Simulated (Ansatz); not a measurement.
## A computed series for Pt: response to strain

The parent structure is Pt in the fcc (Cu type) structure (space group Fm-3m, No. 225; relaxed with 0.1 eV smearing).

```
CELL_PARAMETERS angstrom
      0.00000     1.97088     1.97088
      1.97088     0.00000     1.97088
      1.97088     1.97088     0.00000
ATOMIC_POSITIONS crystal
  Pt 0.00000 0.00000 0.00000
```

Cartesian axes are those of the cell as printed.

Strains are applied to the cell and any free atomic positions relax.

Calculations: r2SCAN (Ansatz, a program for electronic structure, PAW, scalar-relativistic without spin-orbit coupling).

Notes on the quantities. energy relative to the base: free energy F.

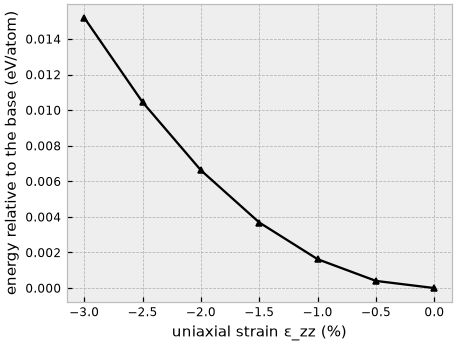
Fig. 1. Energy relative to the base against uniaxial strain ε_zz

Q: From the plot, what is the energy relative to the base for uniaxial strain ε_zz = −1.50 %?

A: About 0.004 eV/atom.

Q: Is the trend monotonic over the range shown?

A: Yes, it falls throughout, spanning 0 meV/atom to +15 meV/atom.

Stability against distortions was not tested. The final runs are not spin-polarised.
